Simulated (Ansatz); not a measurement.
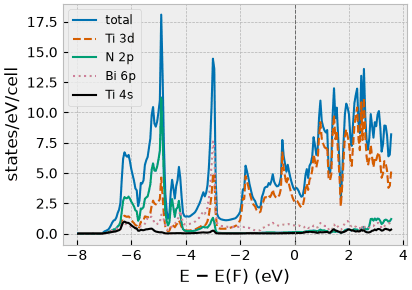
*Total and projected density of states of Ti2BiN in space group P6_3/mmc (No. 194; Ti on 4f, Bi on 2c, N on 2a), PBEsol in the plane-wave PAW code Ansatz*

Question: Which orbitals carry the states next to the Fermi level?

Answer: Within 0.5 eV of the Fermi level: Ti 3d 78 %, Bi 6p 15 %. Projections are on Löwdin-orthogonalised atomic valence shells; empty p or d shells of many metals are not among them.

Question: Where is the tallest occupied peak in this window, and what makes it?

Answer: Near -4.9 eV, about 18 states/eV per cell; the largest projected share is N 2p.

The start of the workflow was typed in or built on a structure type; neither database checked (COD, Materials Project) lists it. Its standing as an ambient phase is unchecked. The PBEsol relaxation kept the symmetry of its start; its stability against distortions is not shown here. The workflow began spin-polarised and lost its moments. Spin–orbit coupling is left out wherever it is not named.

Potentials: the later of the program's two PAW sets.
